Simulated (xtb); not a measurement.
# Single-point calculation, with input and output: CH₄FOSi (charge −1)

CH₄FOSi, charge −1, SMILES CO[SiH-]F, computed with GFN2-xTB (xtb 6.7.1).

The geometry comes from this level: GFN2-xTB.

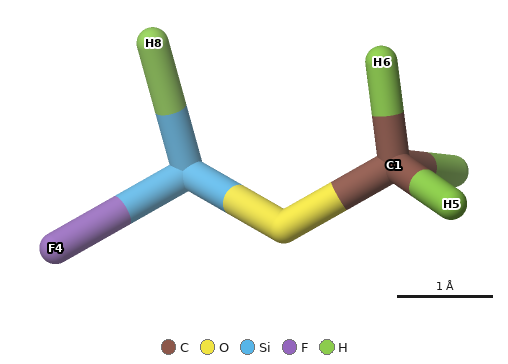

The structure as given in the input (stick view, seen at a tilt; atoms are numbered from 1 in the order of the input).

### Input file (coord)
```
$coord
     -1.106151187050      1.797072852735      0.125024280405  c
     -0.151480446150      0.023961727260     -1.419297703161  o
      0.477817250612     -2.837820618612      0.088401388110  si
      2.265668239859     -4.016801850505     -2.291292926109  f
     -1.484172001020      3.552911881431     -0.929480691658  h
      0.182490851855      2.276023939022      1.705137676772  h
     -2.902354765768      1.183440985547      1.015916764599  h
      2.718163160400     -1.978770019618      1.705610108303  h
$end
```

Hardware: 1 thread of Intel Xeon @ 2.50GHz (Skylake/Cascade Lake), 189 GiB of memory available, shared host.

Command:
```bash
xtb coord --chrg -1 --uhf 0 --iterations 12 --scc -P 1 > run.log
```

### Log
```
* xtb version 6.7.1
   ID    Z sym.   atoms
    1    6 c      1
    2    8 o      2
    3   14 si     3
    4    9 f      4
    5    1 h      5-8

           -------------------------------------------------
          |                Calculation Setup                |
           -------------------------------------------------

          program call               : xtb coord --chrg -1 --uhf 0 --iterations 12 --scc -P 1
          coordinate file            : coord
          omp threads                :                     1

           -------------------------------------------------
          |                 G F N 2 - x T B                 |
           -------------------------------------------------

      * Hamiltonian:
        H0-scaling (s, p, d)           1.850000    2.230000    2.230000
        zeta-weighting                 0.500000
      * Dispersion:
        s8                             2.700000
        a1                             0.520000
        a2                             5.000000
        s9                             5.000000
      * Repulsion:
        kExp                           1.500000    1.000000
        rExp                           1.000000
      * Coulomb:
        alpha                          2.000000
        third order                    shell-resolved
        anisotropic                    true
        a3                             3.000000
        a5                             4.000000
        cn-shift                       1.200000
        cn-exp                         4.000000
        max-rad                        5.000000

          ...................................................
          :                      SETUP                      :
          :.................................................:
          :  # basis functions                  26          :
          :  # atomic orbitals                  25          :
          :  # shells                           13          :
          :  # electrons                        26          :
          :  max. iterations                    12          :
          :  Hamiltonian                  GFN2-xTB          :
          :  restarted?                      false          :
          :  GBSA solvation                  false          :
          :  PC potential                    false          :
          :  electronic temp.          300.0000000     K    :
          :  accuracy                    1.0000000          :
          :  -> integral cutoff          0.2500000E+02      :
          :  -> integral neglect         0.1000000E-07      :
          :  -> SCF convergence          0.1000000E-05 Eh   :
          :  -> wf. convergence          0.1000000E-03 e    :
          :  Broyden damping             0.4000000          :
          :  net charge                         -1          :
          :  unpaired electrons                  0          :
          ...................................................

 iter      E             dE          RMSdq      gap      omega  full diag
   1    -14.9413884 -0.149414E+02  0.113E+01    3.79       0.0  T
   2    -15.0047033 -0.633149E-01  0.818E+00    3.92       1.0  T
   3    -15.0070847 -0.238143E-02  0.267E+00    3.97       1.0  T
   4    -15.0078388 -0.754030E-03  0.926E-01    4.02       1.0  T
   5    -15.0079087 -0.699543E-04  0.277E-01    4.00       1.0  T
   6    -15.0079224 -0.136718E-04  0.135E-01    4.00       1.0  T
   7    -15.0079248 -0.244302E-05  0.395E-02    3.99       1.0  T
   8    -15.0079249 -0.672712E-07  0.186E-02    3.99       1.9  T
   9    -15.0079251 -0.236876E-06  0.918E-03    3.99       3.8  T
  10    -15.0079252 -0.596352E-07  0.140E-03    3.99      25.3  T
  11    -15.0079252 -0.328361E-09  0.442E-04    3.99      80.0  T
  12    -15.0079252 -0.117868E-09  0.134E-04    3.99     264.7  T

   *** convergence criteria satisfied after 12 iterations ***

         #    Occupation            Energy/Eh            Energy/eV
      -------------------------------------------------------------
         1        2.0000           -0.5555105             -15.1162
       ...           ...                  ...                  ...
         7        2.0000           -0.3043906              -8.2829
         8        2.0000           -0.2411916              -6.5632
         9        2.0000           -0.2378166              -6.4713
        10        2.0000           -0.2319069              -6.3105
        11        2.0000           -0.2132858              -5.8038
        12        2.0000           -0.1998281              -5.4376
        13        2.0000           -0.0787148              -2.1419 (HOMO)
        14                          0.0680204               1.8509 (LUMO)
        15                          0.0885922               2.4107
        16                          0.2211659               6.0182
        17                          0.2348562               6.3908
        18                          0.2652218               7.2171
       ...                                ...                  ...
        25                          0.9331714              25.3929
      -------------------------------------------------------------
                  HL-Gap            0.1467353 Eh            3.9929 eV
             Fermi-level           -0.0053472 Eh           -0.1455 eV

 SCC (total)                   0 d,  0 h,  0 min,  0.006 sec
 SCC setup                      ...        0 min,  0.000 sec (  1.474%)
 Dispersion                     ...        0 min,  0.000 sec (  0.597%)
 classical contributions        ...        0 min,  0.000 sec (  0.245%)
 integral evaluation            ...        0 min,  0.001 sec ( 11.677%)
 iterations                     ...        0 min,  0.003 sec ( 48.491%)
 molecular gradient             ...        0 min,  0.002 sec ( 33.871%)
 printout                       ...        0 min,  0.000 sec (  3.425%)

         :::::::::::::::::::::::::::::::::::::::::::::::::::::
         ::                     SUMMARY                     ::
         :::::::::::::::::::::::::::::::::::::::::::::::::::::
         :: total energy             -14.935303002754 Eh    ::
         :: gradient norm              0.000273995563 Eh/a0 ::
         :: HOMO-LUMO gap              3.992870688212 eV    ::
         ::.................................................::
         :: SCC energy               -15.007924612439 Eh    ::
         :: -> isotropic ES            0.179324772754 Eh    ::
         :: -> anisotropic ES         -0.019613709003 Eh    ::
         :: -> anisotropic XC         -0.017414472505 Eh    ::
         :: -> dispersion             -0.005235306884 Eh    ::
         :: repulsion energy           0.072621609685 Eh    ::
         :: add. restraining           0.000000000000 Eh    ::
         :: total charge              -1.000000000000 e     ::
         :::::::::::::::::::::::::::::::::::::::::::::::::::::

           -------------------------------------------------
          |                Property Printout                |
           -------------------------------------------------

    * Orbital Energies and Occupations

         #    Occupation            Energy/Eh            Energy/eV
      -------------------------------------------------------------
         1        2.0000           -0.5555105             -15.1162
         2        2.0000           -0.4870543             -13.2534
         3        2.0000           -0.4374061             -11.9024
         4        2.0000           -0.3878984             -10.5553
         5        2.0000           -0.3484726              -9.4824
         6        2.0000           -0.3390931              -9.2272
         7        2.0000           -0.3043906              -8.2829
         8        2.0000           -0.2411916              -6.5632
         9        2.0000           -0.2378166              -6.4713
        10        2.0000           -0.2319069              -6.3105
        11        2.0000           -0.2132858              -5.8038
        12        2.0000           -0.1998281              -5.4376
        13        2.0000           -0.0787148              -2.1419 (HOMO)
        14                          0.0680204               1.8509 (LUMO)
        15                          0.0885922               2.4107
        16                          0.2211659               6.0182
        17                          0.2348562               6.3908
        18                          0.2652218               7.2171
        19                          0.3186052               8.6697
        20                          0.3444716               9.3735
        21                          0.3701892              10.0734
        22                          0.4082397              11.1088
        23                          0.5546036              15.0915
        24                          0.8395926              22.8465
        25                          0.9331714              25.3929
      -------------------------------------------------------------
                  HL-Gap            0.1467353 Eh            3.9929 eV
             Fermi-level           -0.0053472 Eh           -0.1455 eV

     #   Z          covCN         q      C6AA      α(0)
     1   6 c        3.781     0.136    18.404     6.111
     2   8 o        1.617    -0.520    23.342     6.521
     3  14 si       2.517     0.274   185.859    29.878
     4   9 f        0.702    -0.440    14.049     4.426
     5   1 h        0.923    -0.052     4.140     3.182
     6   1 h        0.922    -0.059     4.309     3.246
     7   1 h        0.922    -0.063     4.416     3.286
     8   1 h        0.891    -0.277    19.018     6.825

 Mol. C6AA /au·bohr⁶  :       1319.135937
 Mol. C8AA /au·bohr⁸  :      43214.177010
 Mol. α(0) /au        :         63.475325

Wiberg/Mayer (AO) data.
largest (>0.10) Wiberg bond orders for each atom

 ---------------------------------------------------------------------------
     #   Z sym  total        # sym  WBO       # sym  WBO       # sym  WBO
 ---------------------------------------------------------------------------
     1   6 c    3.987 --     2 o    1.106     6 h    0.975     7 h    0.975
                             5 h    0.972
     2   8 o    1.950 --     1 c    1.106     3 si   0.738
     3  14 si   2.454 --     4 f    0.888     8 h    0.868     2 o    0.738
     4   9 f    0.938 --     3 si   0.888
     5   1 h    0.997 --     1 c    0.972
     6   1 h    0.997 --     1 c    0.975
     7   1 h    0.996 --     1 c    0.975
     8   1 h    0.923 --     3 si   0.868
 ---------------------------------------------------------------------------

Topologies differ in total number of bonds
Writing topology from bond orders to xtbtopo.mol

molecular dipole:
                 x           y           z       tot (Debye)
 q only:       -1.443       1.377       1.199
   full:       -0.881       2.668       0.864       7.471
molecular quadrupole (traceless):
                xx          xy          yy          xz          yz          zz
 q only:        0.777       7.980      -1.997       1.462      -4.898       1.220
  q+dip:        5.628       7.024      -9.067       2.293      -3.388       3.439
   full:        3.649       4.200      -6.964       2.836      -2.466       3.315

           -------------------------------------------------
          | TOTAL ENERGY              -14.935303002754 Eh   |
          | GRADIENT NORM               0.000273995563 Eh/α |
          | HOMO-LUMO GAP               3.992870688212 eV   |
           -------------------------------------------------

------------------------------------------------------------------------
------------------------------------------------------------------------
 total:
 *  cpu-time:     0 d,  0 h,  0 min,  0.018 sec
 * ratio c/w:     0.977 speedup
 SCF:
 *  cpu-time:     0 d,  0 h,  0 min,  0.006 sec
 * ratio c/w:     0.981 speedup
```

### Standard error
```
normal termination of xtb
```

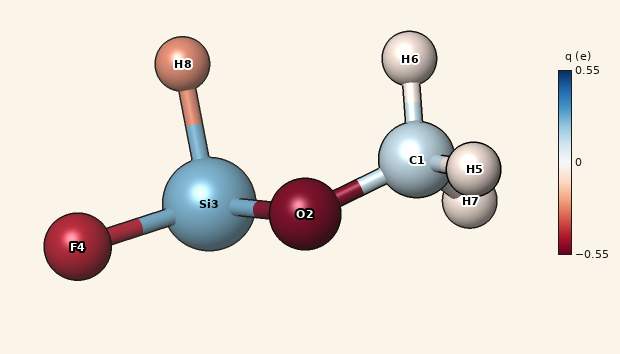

Mulliken charges, as the colour of each atom (ball-and-stick view, seen at a tilt; atoms are numbered from 1 in the order of the input). By element: C +0.14, O −0.52, Si +0.27, F −0.44 and H −0.28 to −0.05 e.

### Key numbers

| quantity | value |
| --- | --- |
| outcome | converged |
| electrons treated | 26 |
| total energy | −14.935303 hartree |
| dispersion energy | −0.005235 hartree |
| basis functions | 26 |
| HOMO | −2.14 eV |
| LUMO | 1.85 eV |
| peak memory | 0.072 GiB |

### Remarks

Settings chosen away from the usual ones: method = gfn2-xtb; task = energy; x = {"max_iter": 12}.
